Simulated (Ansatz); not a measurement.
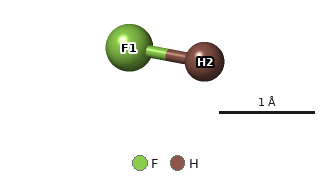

Fig. 1: The input geometry of the first run (ball-and-stick view, seen at a tilt; atoms are numbered from 1 in the order of the input). Bond lengths as drawn: F–H 0.93 Å.

# HF: a changed input and its effect

System: HF.
Method of the first run: RKS PBE0-D4/def2-TZVPPD (Ansatz 0.2.0).

The geometry comes from this level: PBE0-D4/def2-TZVP. Text and figures count atoms from 1; the logs count them from 0 in places.

## The input, the first run
```yaml
crystal:
  periodic: [false, false, false]
  atoms:
    - {symbol: F, position_ang: [0.730299, -0.041208, -2.395080]}
    - {symbol: H, position_ang: [-0.131963, -0.067409, -2.043988]}
basis:
  gaussian: {orbitals: "def2-TZVPPD.json"}
hamiltonian: {xc: pbe0, dispersion: d4}
output: {orbitals: {seedname: orbitals}}
```

Launched with:
```bash
ansatz run in.yaml --threads 4 --pin off --events-out ev --progress --plain --max-ram 9574MiB
```

Hardware: 4 threads of AMD EPYC, 15 GiB of memory available, shared host.

## Output (the first run)
```
Functional definition: PBE0
  parameter a = 0.25
  parameter kappa = 0.804
  parameter beta = 0.06672455060314922
  exchange = (1 - a)*pbe_x(kappa = kappa, mu = beta*pi^2/3) + a*exact_x
  correlation = pbe_c(beta = beta)
256 factors; their error is unknown
mean field evaluation 1: about -2730.5218 eV, gradient 3.2e1 eV
mean field evaluation 2: about -2728.7432 eV, gradient 4.9e1 eV
mean field evaluation 4: about -2731.9071 eV, gradient 1.5e-1 eV
mean field evaluation 8: about -2731.9166 eV, gradient 5.0e-4 eV
mean field -2731.91656765 eV, -100.3960821015 hartree, gradient 2.9e-5 eV, S^2 0.000000; 0 other end points of the search recorded, 0 dependent functions left out
reference -2731.91659582 eV, -100.3960831367 hartree; 5, 5 occupied and 52, 52 virtual orbitals, 256 factors
Total energy: -2731.91811282 eV, -100.3961388855 hartree
```

For the second run the input was changed thus:
```diff
-    - {symbol: F, position_ang: [0.730299, -0.041208, -2.395080]}
-    - {symbol: H, position_ang: [-0.131963, -0.067409, -2.043988]}
+    - {symbol: F, position_ang: [0.725029, -0.041368, -2.392934]}
+    - {symbol: H, position_ang: [-0.126693, -0.067249, -2.046134]}
```

How does the second run compare with the first run?

With the same method and basis, the second run lies 0.11 kcal/mol lower. The LUMO goes from 0.23 to 0.29 eV.

## Output (the second run)
```
Functional definition: PBE0
  parameter a = 0.25
  parameter kappa = 0.804
  parameter beta = 0.06672455060314922
  exchange = (1 - a)*pbe_x(kappa = kappa, mu = beta*pi^2/3) + a*exact_x
  correlation = pbe_c(beta = beta)
256 factors; their error is unknown
mean field evaluation 1: about -2730.5267 eV, gradient 3.2e1 eV
mean field evaluation 2: about -2728.8044 eV, gradient 4.9e1 eV
mean field evaluation 4: about -2731.9118 eV, gradient 1.4e-1 eV
mean field evaluation 8: about -2731.9214 eV, gradient 9.0e-3 eV
mean field -2731.92136960 eV, -100.3962585701 hartree, gradient 2.9e-5 eV, S^2 0.000000; 0 other end points of the search recorded, 0 dependent functions left out
reference -2731.92139773 eV, -100.3962596038 hartree; 5, 5 occupied and 52, 52 virtual orbitals, 256 factors
Total energy: -2731.92291100 eV, -100.3963152155 hartree
```

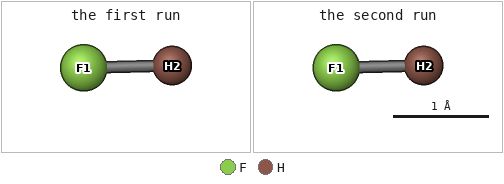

Fig. 2: The two input geometries at one scale (ball-and-stick view, seen at a tilt). The largest moves after the best rigid fit, 0.006 Å, are those of F1 and H2. Largest moves by element: H 0.006 Å, F 0.006 Å. Among the contacts that change: F1–H2 0.931 → 0.920 Å.

## The two runs side by side

```csv
quantity,the first run,the second run
outcome,converged,converged
total energy (hartree),−100.396139,−100.396315
HOMO (eV),−11.81,−11.84
LUMO (eV),0.23,0.29
basis functions,57,57
```
